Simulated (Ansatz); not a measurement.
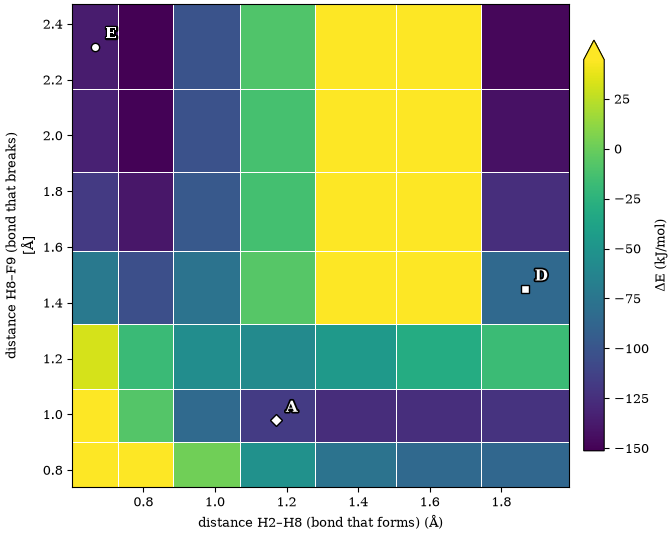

The reacting system F2H6Sn (fragments H₄Sn + FH + FH where the first distance is long, FH₃Sn + H₂ + FH where the second is long). First axis: distance H2–H8 (bond that forms). Second axis: distance H8–F9 (bond that breaks). Relaxed at each point: all other coordinates. The scan uses a 7 × 7 grid. Points are written as (first, second). All energies are given in kJ/mol relative to a guessed transition structure relaxed with its forming and breaking bonds held. Energies and slopes of some neighbouring points disagree (a jump in structure or state, or too coarse a mesh). The reference is spin-restricted, so regions where a bond is pulled apart into radicals lie too high. Computed with RKS r2SCAN0-D4/def2-SVP (Ansatz).

Drawn: one coloured cell a grid point, one colour for all values above the top of the scale, lettered points.

**Is D the lowest point of the computed grid?**

No. D lies 66 kJ/mol above the lowest grid point, which is at (0.794 Å, 2.319 Å).

**Rank the lettered points by energy, lowest first.**

E (−136 kJ/mol), A (−117 kJ/mol), D (−85 kJ/mol).
